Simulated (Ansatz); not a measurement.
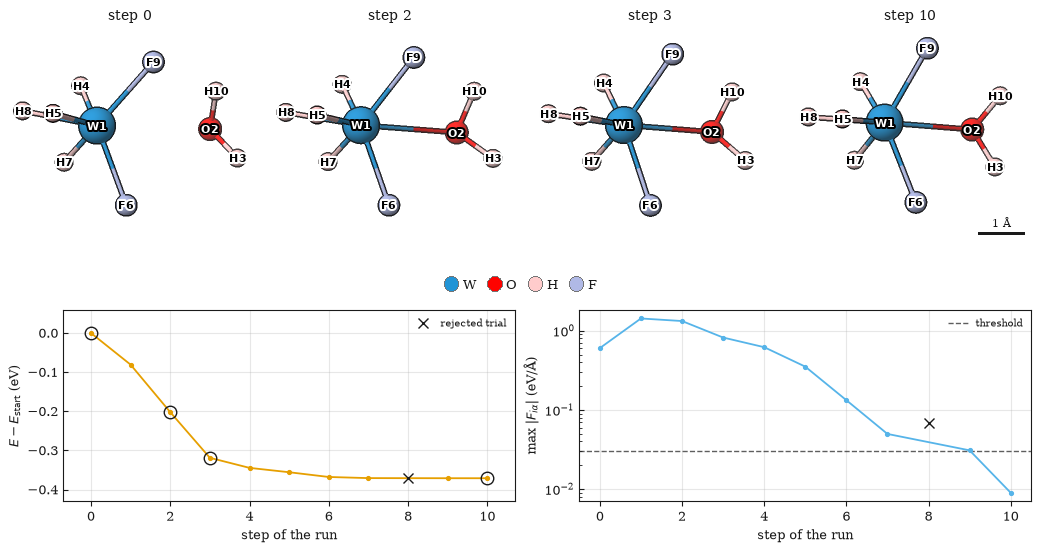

Frames of a relaxation of WH₆OF₂, marked on the history of the run. The picture is a ball-and-stick view, seen at a tilt.

The run prepares an end point of a later path (reaction) calculation, from a guessed geometry.

All numbers below come from RKS PBE-D4/def2-SVP in Ansatz 0.2.0. Settings: no spin polarisation; force threshold 0.03 eV/Å; at most 50 steps.

> What happens along the run?

The energy falls by 0.371 eV in 9 accepted moves (10 points after the start). The largest force component goes from 0.6 to 0.009 eV/Å. The line search rejected the trial step at point 8 of the run. The largest moves after the best rigid fit, 0.54 Å, are those of O2 and H3. By element the largest moves are H 0.54 Å, O 0.54 Å, F 0.33 Å, W 0.21 Å. Near-neighbour distances that change, for instance: W1–O2 3.124 → 2.391 Å, W1–H3 3.481 → 2.890 Å, W1–H10 3.047 → 2.889 Å, W1–F9 1.873 → 1.902 Å. New bonds form, among them: W1–O2 (3.12 → 2.39 Å). Bond angles that change, for instance: F6–W1–F9 117.4° → 126.5°, H5–W1–F6 103.3° → 97.0°, F6–W1–H8 122.0° → 116.0°. Cost: 27 s on 2 threads of Arm Neoverse V1, with other jobs on the host, peak memory 0.14 GiB. From step 0 to 2: O2 moves most (0.40 Å), energy −0.202 eV. From step 2 to 3: H3 moves most (0.19 Å), energy −0.117 eV. From step 3 to 10: H3 moves most (0.27 Å), energy −0.052 eV.

```json
{"step": "0", "E − E(0), eV": "0.0000", "largest force component, eV/Å": "0.6036", "note": ""}
{"step": "1", "E − E(0), eV": "-0.0808", "largest force component, eV/Å": "1.4296", "note": ""}
{"step": "2", "E − E(0), eV": "-0.2022", "largest force component, eV/Å": "1.3266", "note": ""}
{"step": "3", "E − E(0), eV": "-0.3189", "largest force component, eV/Å": "0.8212", "note": ""}
{"step": "4", "E − E(0), eV": "-0.3446", "largest force component, eV/Å": "0.6203", "note": ""}
{"step": "5", "E − E(0), eV": "-0.3557", "largest force component, eV/Å": "0.3523", "note": ""}
{"step": "6", "E − E(0), eV": "-0.3679", "largest force component, eV/Å": "0.1328", "note": ""}
{"step": "7", "E − E(0), eV": "-0.3707", "largest force component, eV/Å": "0.0498", "note": ""}
{"step": "8", "E − E(0), eV": "-0.3705", "largest force component, eV/Å": "0.0677", "note": "rejected"}
{"step": "9", "E − E(0), eV": "-0.3710", "largest force component, eV/Å": "0.0309", "note": ""}
{"step": "10", "E − E(0), eV": "-0.3711", "largest force component, eV/Å": "0.0090", "note": ""}
```
